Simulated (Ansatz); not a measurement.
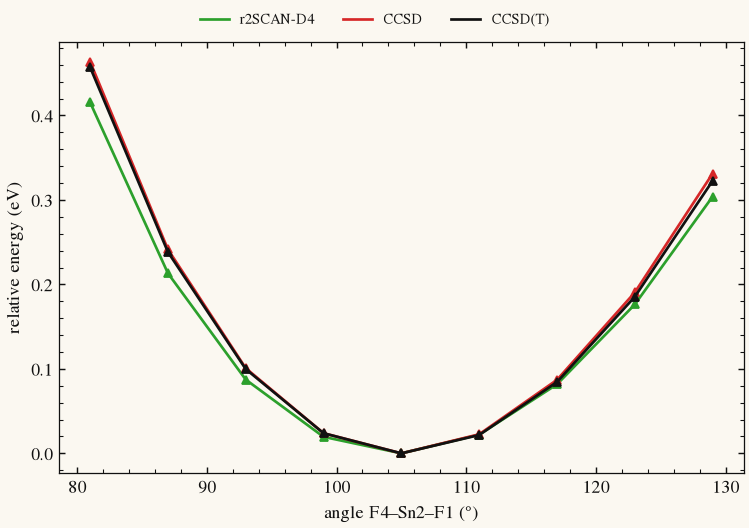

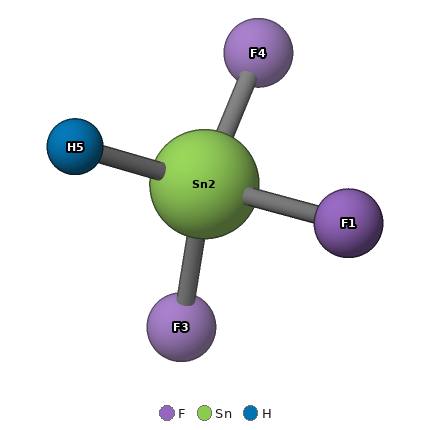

Rigid scan of the bend F4–Sn2–F1 in SnHF₃, SMILES [F][SnH]([F])[F], singlet. The Ansatz code, def2-TZVPP, cores frozen in correlated methods. A bend is scanned from the minimum (PBE0-D4/def2-TZVP); energies less that of the minimum at the same level; the first-named atom and what hangs on it turn in the plane. On heavy atoms the filled d shell below the valence is correlated. Straight lines join the computed points.

Order the curves at 81°, where they differ most.

Answer. r2SCAN-D4 0.415, CCSD(T) 0.457, CCSD 0.464 eV, from lowest to highest.

Give the values at the computed points.

Answer. In eV:
| angle F4–Sn2–F1 (°) | r2SCAN-D4 | CCSD | CCSD(T) |
| --- | --- | --- | --- |
| 81 | 0.415 | 0.464 | 0.457 |
| 87 | 0.213 | 0.241 | 0.238 |
| 93 | 0.087 | 0.101 | 0.100 |
| 99 | 0.020 | 0.024 | 0.024 |
| 105 | 0.000 | 0.000 | 0.000 |
| 111 | 0.022 | 0.023 | 0.022 |
| 117 | 0.082 | 0.087 | 0.084 |
| 123 | 0.176 | 0.190 | 0.185 |
| 129 | 0.304 | 0.331 | 0.323 |

Caveats: spin-orbit coupling is left out, and with Sn it can shift these energies; core potentials past krypton.
